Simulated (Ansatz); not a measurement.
Si2H6ClF: molecular dynamics (part 4 of 4)

The same run, continued: Si2H6ClF; RKS LDA/def2-SVP (Ansatz 0.2.0). It belongs to a series of runs on one base structure; here: dynamics from the highest image of the converged band.

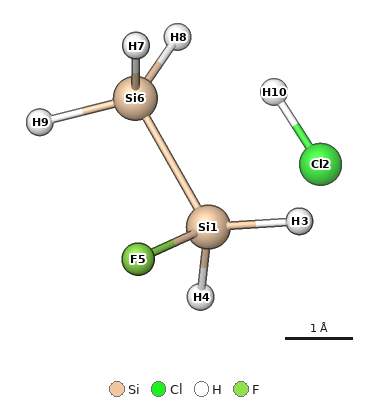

Figure 1. The geometry at step 168 of the log (ball-and-stick view, seen at a tilt; atoms are numbered from 1 in the order of the input).

## Trajectory as extended XYZ, continued
```
10
Properties=species:S:1:pos:R:3:forces:R:3 step=132 time_fs=66.0 energy=-30959.07207 temperature=363.8
Si   -0.3045    0.0840    0.0382   -0.4425   0.2262   0.0230
Cl    0.5539    0.5741    2.4175   -0.6695  -0.0911   0.9491
H     0.7298   -1.0008    0.1849   -0.2245   0.0191  -0.0726
H     0.3011    1.4744   -0.1016   -0.3356  -0.3757  -0.0877
F    -1.1236   -0.2132   -1.3438   -0.0146  -0.1451  -0.9523
Si   -2.5348   -0.2457    0.9543    0.2130   0.4532   0.2096
H    -2.8932   -1.6474    0.5373   -0.0251   0.0557   0.0687
H    -2.8471   -0.0631    2.4606    0.2869  -0.1562  -0.3513
H    -3.4350    0.7825    0.2800    0.2596  -0.2481   0.0418
H    -0.7902    0.2509    2.2627    0.9522   0.2620   0.1717
10
Properties=species:S:1:pos:R:3:forces:R:3 step=136 time_fs=68.0 energy=-30959.16592 temperature=454.3
Si   -0.3186    0.0823    0.0312   -0.5497  -0.3250  -0.0592
Cl    0.5551    0.5760    2.4307   -0.3801  -0.0205   0.9235
H     0.7213   -1.0001    0.1795   -0.2375   0.0336  -0.0509
H     0.2929    1.4359   -0.1007   -0.1350   0.1295  -0.1147
F    -1.1261   -0.2161   -1.3610    0.0188  -0.1152  -0.8664
Si   -2.5223   -0.2436    0.9530    0.2699   0.2357   0.2622
H    -2.9015   -1.6488    0.5517   -0.0036   0.1186   0.0732
H    -2.8149   -0.0551    2.4587    0.2907  -0.1449  -0.2845
H    -3.4184    0.7775    0.2960    0.1022  -0.0975  -0.0693
H    -0.7671    0.2642    2.3278    0.6243   0.1855   0.1860
10
Properties=species:S:1:pos:R:3:forces:R:3 step=141 time_fs=70.5 energy=-30959.24872 temperature=534.3
Si   -0.3373    0.0796    0.0223   -0.7920  -0.8649  -0.2540
Cl    0.5563    0.5784    2.4485    0.8179   0.2509   0.8506
H     0.6985   -0.9979    0.1702   -0.1297  -0.0424  -0.0013
H     0.2766    1.3970   -0.1058    0.1331   0.7053  -0.1256
F    -1.1292   -0.2201   -1.3848    0.0720  -0.0727  -0.7156
Si   -2.5060   -0.2407    0.9520    0.4242  -0.0517   0.1961
H    -2.9120   -1.6443    0.5735    0.0114   0.1103   0.0415
H    -2.7595   -0.0526    2.4426    0.2245  -0.0866   0.0236
H    -3.3934    0.7671    0.3116   -0.1455   0.1500  -0.2267
H    -0.7112    0.2893    2.4193   -0.6158  -0.0981   0.2113
10
Properties=species:S:1:pos:R:3:forces:R:3 step=145 time_fs=72.5 energy=-30959.29912 temperature=583.5
Si   -0.3534    0.0761    0.0148   -0.7475  -0.7456  -0.4565
Cl    0.5580    0.5805    2.4639    1.3977   0.3625   0.6846
H     0.6745   -0.9978    0.1625   -0.0041  -0.1290   0.0399
H     0.2680    1.3933   -0.1151    0.1277   0.6585  -0.0884
F    -1.1315   -0.2234   -1.4056    0.1123  -0.0406  -0.5704
Si   -2.4924   -0.2383    0.9515    0.4303  -0.1186   0.0406
H    -2.9200   -1.6360    0.5927    0.0070   0.0371   0.0037
H    -2.7053   -0.0544    2.4299    0.1542  -0.0201   0.3159
H    -3.3785    0.7642    0.3150   -0.2341   0.2291  -0.2448
H    -0.6879    0.3063    2.5016   -1.2436  -0.2332   0.2754
10
Properties=species:S:1:pos:R:3:forces:R:3 step=150 time_fs=75.0 energy=-30959.42200 temperature=701.6
Si   -0.3750    0.0705    0.0045   -0.2989  -0.0902  -0.7299
Cl    0.5621    0.5837    2.4840    0.2073   0.0830   0.5795
H     0.6445   -1.0046    0.1552    0.0889  -0.1610   0.0699
H     0.2624    1.4204   -0.1310   -0.1331   0.0424   0.0034
F    -1.1341   -0.2277   -1.4331    0.1524  -0.0076  -0.3757
Si   -2.4746   -0.2355    0.9509    0.1635   0.0657  -0.0932
H    -2.9297   -1.6242    0.6170   -0.0124  -0.0679  -0.0253
H    -2.6294   -0.0576    2.4311    0.1062   0.0468   0.4409
H    -3.3717    0.7718    0.3072   -0.1273   0.0860  -0.0701
H    -0.7167    0.3170    2.6189   -0.1465   0.0027   0.2005
10
Properties=species:S:1:pos:R:3:forces:R:3 step=155 time_fs=77.5 energy=-30959.45053 temperature=729.6
Si   -0.3971    0.0647   -0.0073    0.2803   0.3593  -0.9732
Cl    0.5666    0.5871    2.5053   -1.0687  -0.1825   0.6676
H     0.6191   -1.0204    0.1519    0.0554  -0.0537   0.0673
H     0.2491    1.4506   -0.1468   -0.3393  -0.4904   0.0853
F    -1.1362   -0.2320   -1.4619    0.1829   0.0178  -0.1800
Si   -2.4565   -0.2326    0.9502   -0.2690   0.2991   0.1161
H    -2.9401   -1.6160    0.6399   -0.0157  -0.0922  -0.0197
H    -2.5469   -0.0582    2.4565    0.0835   0.0635   0.1546
H    -3.3721    0.7841    0.2955    0.0628  -0.1434   0.1743
H    -0.7546    0.3275    2.7470    1.0278   0.2225  -0.0924
10
Properties=species:S:1:pos:R:3:forces:R:3 step=159 time_fs=79.5 energy=-30959.45990 temperature=738.8
Si   -0.4145    0.0605   -0.0183    0.6249   0.3313  -1.1418
Cl    0.5690    0.5896    2.5230   -1.2246  -0.2045   0.6842
H     0.6013   -1.0355    0.1521   -0.0160   0.0808   0.0517
H     0.2249    1.4559   -0.1561   -0.3337  -0.5752   0.1202
F    -1.1374   -0.2354   -1.4853    0.2081   0.0340  -0.0358
Si   -2.4424   -0.2298    0.9498   -0.5878   0.3268   0.5077
H    -2.9490   -1.6132    0.6573    0.0121  -0.0349  -0.0034
H    -2.4774   -0.0561    2.4842    0.0223   0.0470  -0.2119
H    -3.3705    0.7888    0.2928    0.1384  -0.2288   0.2887
H    -0.7459    0.3446    2.8467    1.1564   0.2236  -0.2596
10
Properties=species:S:1:pos:R:3:forces:R:3 step=164 time_fs=82.0 energy=-30959.50644 temperature=783.4
Si   -0.4350    0.0558   -0.0342    0.7500  -0.1217  -1.3228
Cl    0.5703    0.5924    2.5463   -0.3297  -0.0302   0.4226
H     0.5780   -1.0498    0.1552   -0.0575   0.1951   0.0332
H     0.1779    1.4339   -0.1613   -0.1070  -0.2119   0.1199
F    -1.1384   -0.2396   -1.5147    0.2476   0.0492   0.1030
Si   -2.4259   -0.2258    0.9503   -0.8300   0.1254   1.0366
H    -2.9592   -1.6111    0.6790    0.0692   0.0649   0.0092
H    -2.3901   -0.0510    2.5064   -0.1265   0.0174  -0.5417
H    -3.3616    0.7830    0.3045    0.0694  -0.1390   0.2744
H    -0.6777    0.3769    2.9582    0.3147   0.0507  -0.1344
10
Properties=species:S:1:pos:R:3:forces:R:3 step=168 time_fs=84.0 energy=-30959.49001 temperature=767.7
Si   -0.4502    0.0519   -0.0489    0.6324  -0.6212  -1.4265
Cl    0.5709    0.5946    2.5654    0.8469   0.1674  -0.0540
H     0.5573   -1.0533    0.1591   -0.0114   0.1923   0.0250
H     0.1352    1.4065   -0.1603    0.1707   0.3134   0.0935
F    -1.1386   -0.2428   -1.5379    0.2810   0.0560   0.1686
Si   -2.4140   -0.2224    0.9523   -0.8822  -0.1317   1.2918
H    -2.9646   -1.6071    0.6967    0.0992   0.0985   0.0075
H    -2.3252   -0.0461    2.5024   -0.2447   0.0102  -0.5429
H    -3.3515    0.7723    0.3256   -0.0925   0.0519   0.1702
H    -0.6080    0.4055    3.0420   -0.7995  -0.1368   0.2667
10
Properties=species:S:1:pos:R:3:forces:R:3 step=173 time_fs=86.5 energy=-30959.46925 temperature=747.8
Si   -0.4681    0.0458   -0.0701    0.5058  -0.8442  -1.4964
Cl    0.5728    0.5976    2.5891    0.9286   0.1685  -0.1900
H     0.5313   -1.0480    0.1653    0.1232   0.0852   0.0187
H     0.0916    1.3903   -0.1542    0.3722   0.6876   0.0658
F    -1.1380   -0.2467   -1.5666    0.3151   0.0561   0.1939
Si   -2.4008   -0.2184    0.9572   -0.9154  -0.3683   1.1896
H    -2.9661   -1.5971    0.7191    0.0855   0.0408  -0.0067
H    -2.2573   -0.0392    2.4704   -0.3050   0.0409  -0.1367
H    -3.3446    0.7626    0.3606   -0.2799   0.2666   0.0400
H    -0.5618    0.4342    3.1609   -0.8302  -0.1332   0.3218
10
Properties=species:S:1:pos:R:3:forces:R:3 step=177 time_fs=88.5 energy=-30959.47722 temperature=755.2
Si   -0.4816    0.0397   -0.0894    0.6168  -0.4210  -1.4901
Cl    0.5755    0.6002    2.6080   -0.1252   0.0175   0.3486
H     0.5155   -1.0398    0.1711    0.2267  -0.0136   0.0060
H     0.0716    1.4045   -0.1464    0.2787   0.4112   0.0546
F    -1.1369   -0.2496   -1.5890    0.3336   0.0489   0.1719
Si   -2.3916   -0.2157    0.9630   -1.0686  -0.3574   0.8036
H    -2.9637   -1.5873    0.7368    0.0399  -0.0576  -0.0223
H    -2.2158   -0.0319    2.4381   -0.2717   0.0858   0.3795
H    -3.3503    0.7653    0.3908   -0.2764   0.2715   0.0189
H    -0.5587    0.4516    3.2684    0.2462   0.0148  -0.2707
10
Properties=species:S:1:pos:R:3:forces:R:3 step=182 time_fs=91.0 energy=-30959.44432 temperature=723.8
Si   -0.4972    0.0314   -0.1163    0.9351   0.3586  -1.3312
Cl    0.5785    0.6035    2.6321   -0.8246  -0.0636   0.8303
H     0.5077   -1.0302    0.1784    0.2452  -0.0424  -0.0405
H     0.0603    1.4409   -0.1339    0.0196  -0.2704   0.0129
F    -1.1345   -0.2532   -1.6166    0.3393   0.0302   0.0919
Si   -2.3823   -0.2130    0.9717   -1.3933  -0.1198   0.4385
H    -2.9588   -1.5785    0.7577   -0.0187  -0.1517  -0.0316
H    -2.1782   -0.0183    2.4192   -0.2052   0.1037   0.7366
H    -3.3709    0.7820    0.4302   -0.0665   0.0629   0.0855
H    -0.5400    0.4742    3.3865    0.9691   0.0925  -0.7924
10
Properties=species:S:1:pos:R:3:forces:R:3 step=186 time_fs=93.0 energy=-30959.46591 temperature=744.5
Si   -0.5082    0.0252   -0.1399    1.1704   0.7046  -1.0587
Cl    0.5801    0.6061    2.6524   -0.4686  -0.0165   0.6275
H     0.5118   -1.0240    0.1826    0.1507   0.0238  -0.1060
H     0.0530    1.4610   -0.1232   -0.1170  -0.6240  -0.0485
F    -1.1318   -0.2560   -1.6385    0.3209   0.0082  -0.0126
Si   -2.3769   -0.2110    0.9794   -1.5786   0.0891   0.5913
H    -2.9554   -1.5775    0.7731   -0.0365  -0.1414  -0.0203
H    -2.1573   -0.0031    2.4335   -0.2021   0.0432   0.4979
H    -3.3909    0.7987    0.4651    0.1279  -0.1336   0.1321
H    -0.4873    0.4959    3.4497    0.6329   0.0466  -0.6027
10
Properties=species:S:1:pos:R:3:forces:R:3 step=191 time_fs=95.5 energy=-30959.49155 temperature=769.1
Si   -0.5198    0.0187   -0.1714    1.2749   0.6448  -0.5917
Cl    0.5815    0.6093    2.6785    0.8052   0.1045  -0.3928
H     0.5242   -1.0146    0.1818   -0.0165   0.1209  -0.1926
H     0.0380    1.4536   -0.1128   -0.1132  -0.5884  -0.1278
F    -1.1275   -0.2594   -1.6659    0.2660  -0.0237  -0.1825
Si   -2.3733   -0.2084    0.9903   -1.5721   0.1694   1.0918
H    -2.9530   -1.5832    0.7914   -0.0192  -0.0269   0.0117
H    -2.1423    0.0176    2.4750   -0.2330  -0.0853  -0.1234
H    -3.4089    0.8122    0.5156    0.2295  -0.2435   0.1062
H    -0.3942    0.5248    3.5019   -0.6216  -0.0720   0.4012
10
Properties=species:S:1:pos:R:3:forces:R:3 step=195 time_fs=97.5 energy=-30959.49259 temperature=770.4
Si   -0.5272    0.0146   -0.1976    1.1291   0.2906  -0.1933
Cl    0.5835    0.6119    2.6990    1.2159   0.1252  -0.8380
H     0.5341   -1.0024    0.1732   -0.1003   0.1280  -0.2328
H     0.0213    1.4229   -0.1097    0.0236  -0.1878  -0.1669
F    -1.1235   -0.2623   -1.6883    0.2032  -0.0486  -0.3330
Si   -2.3728   -0.2061    1.0006   -1.3767   0.0519   1.3563
H    -2.9520   -1.5893    0.8065    0.0002   0.0789   0.0363
H    -2.1401    0.0310    2.5052   -0.2221  -0.1646  -0.4642
H    -3.4140    0.8132    0.5606    0.1536  -0.1804   0.0148
H    -0.3408    0.5455    3.5565   -1.0265  -0.0932   0.8209
10
Properties=species:S:1:pos:R:3:forces:R:3 step=200 time_fs=100.0 energy=-30959.52689 temperature=803.1
Si   -0.5342    0.0098   -0.2306    0.7075  -0.2317   0.2403
Cl    0.5876    0.6154    2.7236    0.1555   0.0469   0.1150
H     0.5414   -0.9808    0.1501   -0.0807   0.0129  -0.2225
H     0.0029    1.3777   -0.1148    0.2582   0.5024  -0.1733
F    -1.1179   -0.2659   -1.7171    0.1169  -0.0748  -0.5057
Si   -2.3747   -0.2031    1.0161   -0.9759  -0.2102   1.2729
H    -2.9507   -1.5926    0.8273   -0.0042   0.1341   0.0470
H    -2.1488    0.0388    2.5189   -0.1287  -0.1873  -0.4579
H    -3.4134    0.8058    0.6168   -0.0755   0.0278  -0.1432
H    -0.3208    0.5669    3.6611    0.0269  -0.0201  -0.1725
```

The run was set up as follows.

## Input
```yaml
crystal:
  periodic: [false, false, false]
  atoms:
    - { symbol: Si, position_ang: [-0.200778, 0.129356, 0.066151] }
    - { symbol: Cl, position_ang: [0.514721, 0.550094, 2.363485] }
    - { symbol: H, position_ang: [0.727268, -1.036905, 0.067463] }
    - { symbol: H, position_ang: [0.176325, 1.539515, -0.235363] }
    - { symbol: F, position_ang: [-1.163204, -0.2343, -1.243889] }
    - { symbol: Si, position_ang: [-2.559317, -0.242717, 0.9673] }
    - { symbol: H, position_ang: [-2.769834, -1.634969, 0.457925] }
    - { symbol: H, position_ang: [-2.953362, -0.147314, 2.419728] }
    - { symbol: H, position_ang: [-3.246833, 0.822644, 0.170241] }
    - { symbol: H, position_ang: [-0.952588, 0.148596, 1.61796] }
basis:
  gaussian: { orbitals: def2-SVP }
hamiltonian:
  xc: lda
md:
  timestep: 0.5
  n_steps: 200
  ensemble: nve
  temperature: 100.0
  initial_velocities: maxwell_boltzmann
  seed: 6244
```

Launch command:
```bash
ansatz run input.yaml --threads 2 --pin off --max-ram 3072MiB --backend cpu --events-out ev --progress --plain --runs-dir out
```

## Results in brief

```csv
quantity,value
outcome,finished
mean temperature over the second half,538 K
trajectory,"200 steps, 100 fs"
ensemble,nve
temperature in the input,100.0 K
time step,0.5 fs
potential energy (last step),−30959.5269 eV
mean-field energy (last step),−30959.5269 eV
largest force (length of the vector) (last step),1.618 eV/Å
hardware,"2 threads of Arm Neoverse V1, 24 GiB of memory available, shared host"
wall time,3.5 min (CPU time 6.8 min)
peak memory,0.13 GiB
```

## Notes

So short a trajectory is not equilibrated.
